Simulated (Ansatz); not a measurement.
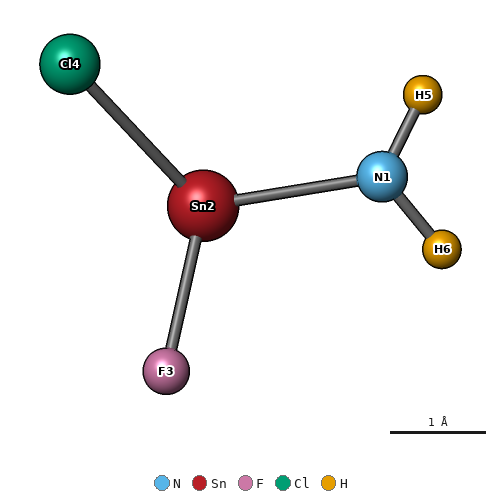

*The input geometry (ball-and-stick view, seen on its broad side; atoms are numbered from 1 in the order of the input). Sticks mark near contacts.*

Bond lengths as drawn: Cl–Sn 2.34 Å, F–Sn 1.93 Å, H–N 1.02 Å and N–Sn 2.04 Å.

**Run report: SnNH2ClF, molecular dynamics**

The run: molecular dynamics of SnNH2ClF, multiplicity 2, SMILES [NH2][Sn]([F])[Cl]. Method and program: ROKS BLYP/def2-SVP (Ansatz 0.2.0).

The geometry comes from this level: PBE0-D4/def2-TZVP. Figures and captions count atoms from 1; the log counts them from 0 in places.

### Log
```
Functional definition: BLYP
  name "BLYP"
  cite "Becke, Phys. Rev. A 38, 3098 (1988) doi:10.1103/PhysRevA.38.3098"
  cite "Lee, Yang & Parr, Phys. Rev. B 37, 785 (1988) doi:10.1103/PhysRevB.37.785"
  parameter beta = 0.0042
  parameter a = 0.04918
  parameter b = 0.132
  parameter c = 0.2533
  parameter d = 0.349
  exchange = b88_x(beta = beta)
  correlation = lyp_c(a = a, b = b, c = c, d = d)
922 factors; their error is unknown
mean field evaluation 1: about -22572.9089 eV, gradient 7.7e1 eV
mean field evaluation 2: about -22483.3184 eV, gradient 1.8e2 eV
mean field evaluation 4: about -22584.0532 eV, gradient 2.1e1 eV
mean field evaluation 8: about -22585.4883 eV, gradient 3.3e-1 eV
mean field evaluation 16: about -22585.4507 eV, gradient 1.3e-4 eV
mean field evaluation 32: about -22557.8442 eV, gradient 3.0e1 eV
mean field -22585.45066581 eV, -830.0000030001 hartree, gradient 2.7e-5 eV, S^2 0.750000; 1 other end points of the search recorded, 0 dependent functions left out
the calculation of the forces begins
reference -22585.45097360 eV, -830.0000143114 hartree; 29, 28 occupied and 53, 54 virtual orbitals, 922 factors
md step     0: t =     0.00 fs  T =   250.0 K  F+E_penalty+E_count = -22585.45066581 eV  E_kin = 0.193890 eV  (75 SCF iters)
these checks for a lower state are left out or cut short: starts, cluster_reference, orbital_swaps, neighbouring_geometries, increment
922 factors; their error is unknown
mean field -22585.43346180 eV, -829.9993707644 hartree, gradient 2.3e-5 eV, S^2 0.750000; 0 other end points of the search recorded, 0 dependent functions left out
[... from here on the field's lines of each further geometry are left out, up to the last ...]
md step     1: t =     1.00 fs  T =   256.6 K  F+E_penalty+E_count = -22585.43346180 eV  E_kin = 0.198974 eV  (31 SCF iters)
md step     2: t =     2.00 fs  T =   252.5 K  F+E_penalty+E_count = -22585.44233419 eV  E_kin = 0.195796 eV  (30 SCF iters)
md step     3: t =     3.00 fs  T =   268.4 K  F+E_penalty+E_count = -22585.47394342 eV  E_kin = 0.208131 eV  (32 SCF iters)
md step     4: t =     4.00 fs  T =   280.7 K  F+E_penalty+E_count = -22585.48841913 eV  E_kin = 0.217694 eV  (33 SCF iters)
md step     5: t =     5.00 fs  T =   257.7 K  F+E_penalty+E_count = -22585.47642416 eV  E_kin = 0.199894 eV  (32 SCF iters)
md step     6: t =     6.00 fs  T =   253.3 K  F+E_penalty+E_count = -22585.46992515 eV  E_kin = 0.196462 eV  (33 SCF iters)
md step     7: t =     7.00 fs  T =   300.8 K  F+E_penalty+E_count = -22585.48741338 eV  E_kin = 0.233262 eV  (34 SCF iters)
md step     8: t =     8.00 fs  T =   369.9 K  F+E_penalty+E_count = -22585.51418185 eV  E_kin = 0.286845 eV  (32 SCF iters)
md step     9: t =     9.00 fs  T =   388.9 K  F+E_penalty+E_count = -22585.51863127 eV  E_kin = 0.301591 eV  (32 SCF iters)
md step    10: t =    10.00 fs  T =   348.4 K  F+E_penalty+E_count = -22585.49757296 eV  E_kin = 0.270182 eV  (32 SCF iters)
md step    11: t =    11.00 fs  T =   303.7 K  F+E_penalty+E_count = -22585.48555069 eV  E_kin = 0.235555 eV  (34 SCF iters)
md step    12: t =    12.00 fs  T =   329.9 K  F+E_penalty+E_count = -22585.50314988 eV  E_kin = 0.255827 eV  (34 SCF iters)
md step    13: t =    13.00 fs  T =   355.1 K  F+E_penalty+E_count = -22585.51917321 eV  E_kin = 0.275388 eV  (32 SCF iters)
md step    14: t =    14.00 fs  T =   336.1 K  F+E_penalty+E_count = -22585.50466894 eV  E_kin = 0.260630 eV  (33 SCF iters)
md step    15: t =    15.00 fs  T =   279.2 K  F+E_penalty+E_count = -22585.47653692 eV  E_kin = 0.216563 eV  (33 SCF iters)
md step    16: t =    16.00 fs  T =   263.2 K  F+E_penalty+E_count = -22585.46654010 eV  E_kin = 0.204158 eV  (33 SCF iters)
md step    17: t =    17.00 fs  T =   258.9 K  F+E_penalty+E_count = -22585.48461217 eV  E_kin = 0.200808 eV  (33 SCF iters)
md step    18: t =    18.00 fs  T =   317.8 K  F+E_penalty+E_count = -22585.51079045 eV  E_kin = 0.246496 eV  (33 SCF iters)
md step    19: t =    19.00 fs  T =   300.9 K  F+E_penalty+E_count = -22585.51292216 eV  E_kin = 0.233385 eV  (33 SCF iters)
the calculation of the forces begins
reference -22585.49036634 eV, -830.0014619678 hartree; 29, 28 occupied and 53, 54 virtual orbitals, 922 factors
922 factors; their error is unknown
mean field evaluation 224: about -22561.1292 eV, gradient 3.1e1 eV
mean field -22585.49005674 eV, -830.0014505902 hartree, gradient 7.8e-6 eV, S^2 0.750000; 2 other end points of the search recorded, 0 dependent functions left out
the calculation of the forces begins
reference -22585.49036634 eV, -830.0014619678 hartree; 29, 28 occupied and 53, 54 virtual orbitals, 922 factors
md step    20: t =    20.00 fs  T =   257.3 K  F+E_penalty+E_count = -22585.49005674 eV  E_kin = 0.199563 eV  (80 SCF iters)
```

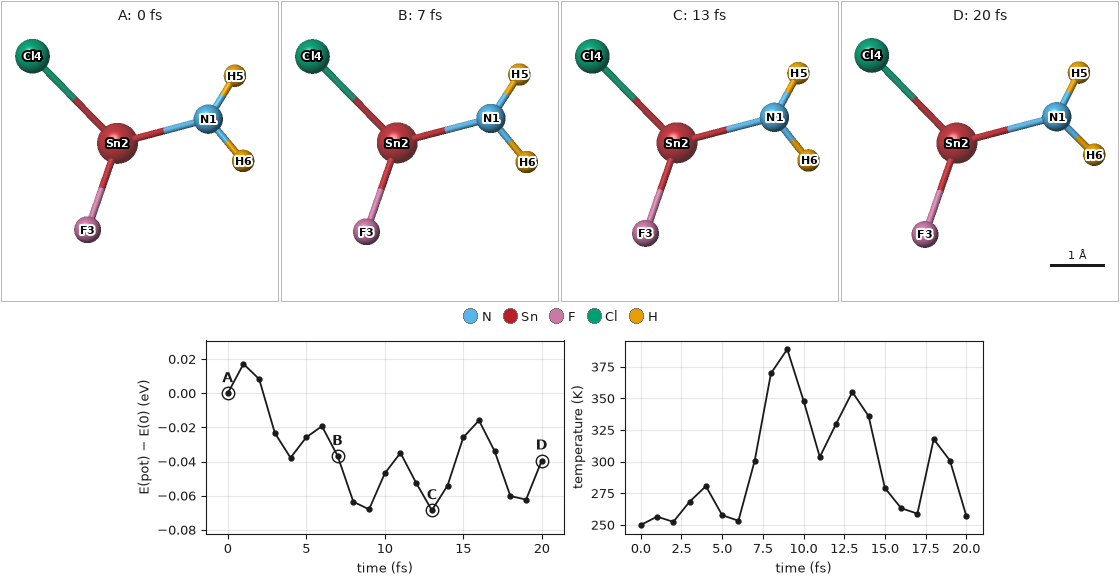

*Frames of the molecular dynamics (ball-and-stick, seen on its broad side) above the curves, on which the letters mark them.*

The trajectory kept here has 21 frames over 20 fs. The temperature starts at 250 K, ranges from 250 to 389 K and averages 305 K over the second half. The potential energy ends 0.039 eV below its first value. After an unweighted best fit of the last frame on the first, the root-mean-square displacement is 0.12 Å.

```
Total energy: -22585.49036634 eV, -830.0014619678 hartree
Atom 0 at     0.076351     1.001939    -0.734170 Å, force     0.236634    -0.688615     1.255802 eV/Å
Atom 1 at    -0.491205    -0.877140     0.320803 Å, force     0.228891    -0.126997    -1.544426 eV/Å
Atom 2 at     0.893513    -2.178177    -0.363250 Å, force    -0.374023     0.423698     0.237819 eV/Å
Atom 3 at    -0.022936    -0.551047     2.598722 Å, force     0.270891     0.164643     0.970684 eV/Å
Atom 4 at    -0.619865     1.709695    -0.497453 Å, force    -0.393842     0.552907     0.356826 eV/Å
Atom 5 at    -0.045049     0.895508    -1.729073 Å, force     0.031449    -0.325637    -1.276704 eV/Å
Dipole moment:    -0.632103     0.456490    -0.393508 e Å
```

### Trajectory as extended XYZ (Å, eV, eV/Å), 21 frames, from step=0 to step=20
```
6
Properties=species:S:1:pos:R:3:forces:R:3 step=0 time_fs=0.0 energy=-22585.45067 temperature=250.0
N     0.0708    0.9072   -0.5900    0.6581   0.5089   0.0680
Sn   -0.4751   -0.8489    0.3017   -1.5004  -0.4322  -0.1118
F     0.9168   -2.0209   -0.3310    0.9671  -0.7897  -0.4482
Cl   -0.0832   -0.5762    2.5946    0.1984   0.1496   1.1170
H    -0.5818    1.6678   -0.4281   -0.4223   0.5626   0.0724
H     0.1944    0.8069   -1.5935    0.0992   0.0007  -0.6974
6
Properties=species:S:1:pos:R:3:forces:R:3 step=1 time_fs=1.0 energy=-22585.43346 temperature=256.6
N     0.0684    0.9115   -0.5968    1.0298  -0.0170   0.2897
Sn   -0.4748   -0.8481    0.3036   -1.4098  -0.4263  -0.2329
F     0.9151   -2.0276   -0.3330    0.8842  -0.7178  -0.4090
Cl   -0.0815   -0.5765    2.5927    0.2131   0.1568   1.1613
H    -0.5812    1.6568   -0.4485   -0.9138   1.1165   0.2796
H     0.1717    0.8083   -1.5938    0.1965  -0.1122  -1.0887
6
Properties=species:S:1:pos:R:3:forces:R:3 step=2 time_fs=2.0 energy=-22585.44233 temperature=252.5
N     0.0669    0.9153   -0.6038    1.0118  -0.0363   0.1864
Sn   -0.4744   -0.8473    0.3054   -1.3206  -0.4413  -0.3492
F     0.9137   -2.0351   -0.3353    0.7928  -0.6366  -0.3646
Cl   -0.0795   -0.5765    2.5912    0.2279   0.1639   1.2003
H    -0.5889    1.6578   -0.4654   -0.9226   1.1019   0.3315
H     0.1515    0.8066   -1.6044    0.2105  -0.1516  -1.0045
6
Properties=species:S:1:pos:R:3:forces:R:3 step=3 time_fs=3.0 energy=-22585.47394 temperature=268.4
N     0.0667    0.9187   -0.6104    0.6013   0.3905  -0.2221
Sn   -0.4739   -0.8467    0.3070   -1.2395  -0.4676  -0.4567
F     0.9127   -2.0428   -0.3377    0.7025  -0.5549  -0.3196
Cl   -0.0771   -0.5762    2.5897    0.2426   0.1703   1.2363
H    -0.6044    1.6697   -0.4777   -0.4711   0.5659   0.2448
H     0.1342    0.8009   -1.6238    0.1642  -0.1042  -0.4827
6
Properties=species:S:1:pos:R:3:forces:R:3 step=4 time_fs=4.0 energy=-22585.48842 temperature=280.7
N     0.0674    0.9223   -0.6166    0.0206   0.9662  -0.7209
Sn   -0.4736   -0.8463    0.3084   -1.1571  -0.4977  -0.5633
F     0.9122   -2.0505   -0.3403    0.6115  -0.4727  -0.2734
Cl   -0.0742   -0.5753    2.5882    0.2565   0.1760   1.2685
H    -0.6251    1.6869   -0.4849    0.1620  -0.1595   0.1034
H     0.1187    0.7953   -1.6474    0.1065  -0.0123   0.1858
6
Properties=species:S:1:pos:R:3:forces:R:3 step=5 time_fs=5.0 energy=-22585.47642 temperature=257.7
N     0.0684    0.9267   -0.6231   -0.4534   1.3612  -1.0445
Sn   -0.4734   -0.8465    0.3096   -1.0677  -0.5097  -0.6729
F     0.9117   -2.0587   -0.3424    0.5237  -0.3928  -0.2282
Cl   -0.0715   -0.5738    2.5868    0.2685   0.1810   1.2954
H    -0.6447    1.7017   -0.4889    0.6622  -0.7136  -0.0221
H     0.1065    0.7908   -1.6677    0.0667   0.0740   0.6724
6
Properties=species:S:1:pos:R:3:forces:R:3 step=6 time_fs=6.0 energy=-22585.46993 temperature=253.3
N     0.0691    0.9327   -0.6304   -0.6673   1.4210  -1.0867
Sn   -0.4733   -0.8469    0.3108   -0.9618  -0.4954  -0.7883
F     0.9112   -2.0675   -0.3443    0.4341  -0.3110  -0.1828
Cl   -0.0690   -0.5721    2.5857    0.2784   0.1848   1.3168
H    -0.6557    1.7096   -0.4919    0.8676  -0.9278  -0.0936
H     0.0971    0.7872   -1.6792    0.0491   0.1285   0.8346
6
Properties=species:S:1:pos:R:3:forces:R:3 step=7 time_fs=7.0 energy=-22585.48741 temperature=300.8
N     0.0692    0.9397   -0.6382   -0.6123   1.1745  -0.8470
Sn   -0.4735   -0.8476    0.3119   -0.8374  -0.4677  -0.9033
F     0.9104   -2.0771   -0.3467    0.3386  -0.2240  -0.1354
Cl   -0.0667   -0.5704    2.5848    0.2860   0.1870   1.3314
H    -0.6563    1.7083   -0.4947    0.7708  -0.8063  -0.0987
H     0.0874    0.7839   -1.6805    0.0543   0.1366   0.6530
6
Properties=species:S:1:pos:R:3:forces:R:3 step=8 time_fs=8.0 energy=-22585.51418 temperature=369.9
N     0.0681    0.9474   -0.6469   -0.2590   0.6279  -0.4092
Sn   -0.4740   -0.8487    0.3130   -0.7043  -0.4257  -1.0175
F     0.9093   -2.0876   -0.3486    0.2431  -0.1361  -0.0892
Cl   -0.0644   -0.5687    2.5841    0.2918   0.1888   1.3414
H    -0.6469    1.6996   -0.4985    0.3588  -0.3507  -0.0280
H     0.0780    0.7815   -1.6750    0.0696   0.0959   0.2026
6
Properties=species:S:1:pos:R:3:forces:R:3 step=9 time_fs=9.0 energy=-22585.51863 temperature=388.9
N     0.0664    0.9556   -0.6564    0.3280  -0.1408   0.0693
Sn   -0.4750   -0.8503    0.3141   -0.5669  -0.3759  -1.1335
F     0.9085   -2.0980   -0.3500    0.1493  -0.0502  -0.0442
Cl   -0.0615   -0.5670    2.5834    0.2966   0.1906   1.3478
H    -0.6327    1.6871   -0.5013   -0.2842   0.3462   0.0982
H     0.0698    0.7808   -1.6688    0.0773   0.0301  -0.3376
6
Properties=species:S:1:pos:R:3:forces:R:3 step=10 time_fs=10.0 energy=-22585.49757 temperature=348.4
N     0.0653    0.9633   -0.6661    0.8519  -0.8057   0.5114
Sn   -0.4762   -0.8523    0.3154   -0.4399  -0.3280  -1.2410
F     0.9078   -2.1079   -0.3512    0.0637   0.0275  -0.0024
Cl   -0.0586   -0.5654    2.5831    0.3009   0.1924   1.3498
H    -0.6210    1.6787   -0.5013   -0.8439   0.9471   0.2130
H     0.0618    0.7810   -1.6652    0.0673  -0.0333  -0.8308
6
Properties=species:S:1:pos:R:3:forces:R:3 step=11 time_fs=11.0 energy=-22585.48555 temperature=303.7
N     0.0651    0.9699   -0.6754    1.0122  -1.0719   0.7720
Sn   -0.4774   -0.8544    0.3167   -0.3364  -0.2887  -1.3320
F     0.9071   -2.1171   -0.3516   -0.0079   0.0933   0.0336
Cl   -0.0557   -0.5638    2.5833    0.3046   0.1942   1.3458
H    -0.6158    1.6804   -0.4984   -1.0087   1.1230   0.2329
H     0.0537    0.7827   -1.6683    0.0363  -0.0499  -1.0524
6
Properties=species:S:1:pos:R:3:forces:R:3 step=12 time_fs=12.0 energy=-22585.50315 temperature=329.9
N     0.0663    0.9753   -0.6838    0.6962  -0.8736   0.6928
Sn   -0.4786   -0.8567    0.3178   -0.2517  -0.2650  -1.4057
F     0.9062   -2.1259   -0.3521   -0.0686   0.1490   0.0659
Cl   -0.0529   -0.5621    2.5838    0.3078   0.1953   1.3357
H    -0.6216    1.6903   -0.4918   -0.6729   0.7618   0.0958
H     0.0454    0.7839   -1.6819   -0.0108   0.0325  -0.7845
6
Properties=species:S:1:pos:R:3:forces:R:3 step=13 time_fs=13.0 energy=-22585.51917 temperature=355.1
N     0.0683    0.9795   -0.6915    0.1064  -0.4311   0.3324
Sn   -0.4798   -0.8593    0.3190   -0.1828  -0.2562  -1.4772
F     0.9047   -2.1345   -0.3535   -0.1230   0.1993   0.0974
Cl   -0.0499   -0.5607    2.5841    0.3131   0.1968   1.3291
H    -0.6352    1.7058   -0.4840   -0.0667   0.1143  -0.1337
H     0.0352    0.7856   -1.7048   -0.0470   0.1769  -0.1479
6
Properties=species:S:1:pos:R:3:forces:R:3 step=14 time_fs=14.0 energy=-22585.50467 temperature=336.1
N     0.0702    0.9836   -0.6984   -0.4543  -0.0235  -0.1179
Sn   -0.4812   -0.8617    0.3200   -0.1215  -0.2571  -1.5491
F     0.9032   -2.1427   -0.3556   -0.1765   0.2493   0.1290
Cl   -0.0465   -0.5597    2.5842    0.3193   0.1987   1.3233
H    -0.6489    1.7231   -0.4766    0.4850  -0.4729  -0.3399
H     0.0226    0.7918   -1.7313   -0.0520   0.3056   0.5546
6
Properties=species:S:1:pos:R:3:forces:R:3 step=15 time_fs=15.0 energy=-22585.47654 temperature=279.2
N     0.0722    0.9878   -0.7046   -0.7954   0.1855  -0.4701
Sn   -0.4826   -0.8641    0.3208   -0.0631  -0.2524  -1.6037
F     0.9016   -2.1502   -0.3579   -0.2236   0.2932   0.1573
Cl   -0.0428   -0.5587    2.5848    0.3224   0.1984   1.3041
H    -0.6574    1.7349   -0.4722    0.7893  -0.7914  -0.4495
H     0.0105    0.8025   -1.7538   -0.0296   0.3667   1.0619
6
Properties=species:S:1:pos:R:3:forces:R:3 step=16 time_fs=16.0 energy=-22585.46654 temperature=263.2
N     0.0738    0.9919   -0.7104   -0.9003   0.2043  -0.6170
Sn   -0.4840   -0.8667    0.3212   -0.0060  -0.2366  -1.6314
F     0.9000   -2.1569   -0.3598   -0.2623   0.3288   0.1802
Cl   -0.0388   -0.5575    2.5863    0.3202   0.1955   1.2650
H    -0.6577    1.7391   -0.4715    0.8408  -0.8369  -0.4481
H    -0.0013    0.8172   -1.7670    0.0076   0.3449   1.2512
6
Properties=species:S:1:pos:R:3:forces:R:3 step=17 time_fs=17.0 energy=-22585.48461 temperature=258.9
N     0.0750    0.9958   -0.7160   -0.7943   0.0686  -0.4863
Sn   -0.4855   -0.8691    0.3215    0.0577  -0.2145  -1.6336
F     0.8986   -2.1631   -0.3613   -0.2998   0.3625   0.2005
Cl   -0.0346   -0.5559    2.5885    0.3125   0.1896   1.2080
H    -0.6512    1.7366   -0.4757    0.6783  -0.6514  -0.3381
H    -0.0130    0.8337   -1.7671    0.0455   0.2452   1.0495
6
Properties=species:S:1:pos:R:3:forces:R:3 step=18 time_fs=18.0 energy=-22585.51079 temperature=317.8
N     0.0760    0.9992   -0.7220   -0.5045  -0.1829  -0.0422
Sn   -0.4872   -0.8716    0.3215    0.1252  -0.1857  -1.6163
F     0.8973   -2.1688   -0.3622   -0.3340   0.3919   0.2179
Cl   -0.0304   -0.5541    2.5915    0.3005   0.1815   1.1366
H    -0.6408    1.7281   -0.4844    0.3418  -0.2724  -0.1246
H    -0.0255    0.8520   -1.7556    0.0710   0.0676   0.4286
6
Properties=species:S:1:pos:R:3:forces:R:3 step=19 time_fs=19.0 energy=-22585.51292 temperature=300.9
N     0.0765    1.0011   -0.7284   -0.1181  -0.4545   0.6249
Sn   -0.4891   -0.8743    0.3212    0.1817  -0.1537  -1.5832
F     0.8954   -2.1739   -0.3626   -0.3565   0.4101   0.2291
Cl   -0.0264   -0.5523    2.5949    0.2860   0.1730   1.0548
H    -0.6298    1.7175   -0.4928   -0.0574   0.1764   0.1341
H    -0.0373    0.8737   -1.7402    0.0644  -0.1512  -0.4597
6
Properties=species:S:1:pos:R:3:forces:R:3 step=20 time_fs=20.0 energy=-22585.49006 temperature=257.3
N     0.0764    1.0019   -0.7342    0.2366  -0.6886   1.2558
Sn   -0.4912   -0.8771    0.3208    0.2289  -0.1270  -1.5444
F     0.8935   -2.1782   -0.3633   -0.3740   0.4237   0.2378
Cl   -0.0229   -0.5510    2.5987    0.2709   0.1646   0.9707
H    -0.6199    1.7097   -0.4975   -0.3938   0.5529   0.3568
H    -0.0450    0.8955   -1.7291    0.0314  -0.3256  -1.2767
```

This output came from the following input.

### The input
```yaml
crystal:
  periodic: [false, false, false]
  atoms:
    - {symbol: N, position_ang: [0.070826, 0.907178, -0.590032]}
    - {symbol: Sn, position_ang: [-0.475100, -0.848871, 0.301695]}
    - {symbol: F, position_ang: [0.916822, -2.020907, -0.330952]}
    - {symbol: Cl, position_ang: [-0.083168, -0.576234, 2.594630]}
    - {symbol: H, position_ang: [-0.581803, 1.667823, -0.428092]}
    - {symbol: H, position_ang: [0.194423, 0.806914, -1.593451]}
basis:
  gaussian: {orbitals: def2-SVP}
magnetization: {spin_polarized: false, initial_magnetization: 1}
hamiltonian: {xc: {name: BLYP}}
md: {timestep: 1 fs, n_steps: 20, ensemble: nvt_langevin, temperature: 300, initial_velocities: maxwell_boltzmann, friction: 0.01, seed: 102}
```

Run as:
```bash
ansatz run in.yaml --threads 4 --pin off --events-out ev --progress --plain --max-ram 10444MiB
```

### Key numbers

```json
{"quantity": "outcome", "value": "finished"}
{"quantity": "mean temperature over the second half", "value": "305 K"}
{"quantity": "trajectory", "value": "20 steps, 20 fs"}
{"quantity": "ensemble", "value": "nvt_langevin"}
{"quantity": "temperature in the input", "value": "300 K"}
{"quantity": "time step", "value": "1 fs"}
{"quantity": "potential energy (last step)", "value": "−22585.4904 eV"}
{"quantity": "⟨S²⟩ (last step)", "value": "0.750"}
{"quantity": "SCF solution under orbital rotations (last step)", "value": "stable"}
{"quantity": "largest force (length of the vector) (last step)", "value": "1.566 eV/Å"}
{"quantity": "dipole moment (last step)", "value": "4.20 D"}
{"quantity": "hardware", "value": "4 threads of Intel Xeon @ 2.80GHz, 23 GiB of memory available, shared host"}
{"quantity": "wall time", "value": "24 s (CPU time 85 s)"}
{"quantity": "peak memory", "value": "0.17 GiB"}
```

### Remarks

So short a trajectory is not equilibrated. The logged temperature at the start can lie below the typed one, since it is counted over all degrees of freedom.
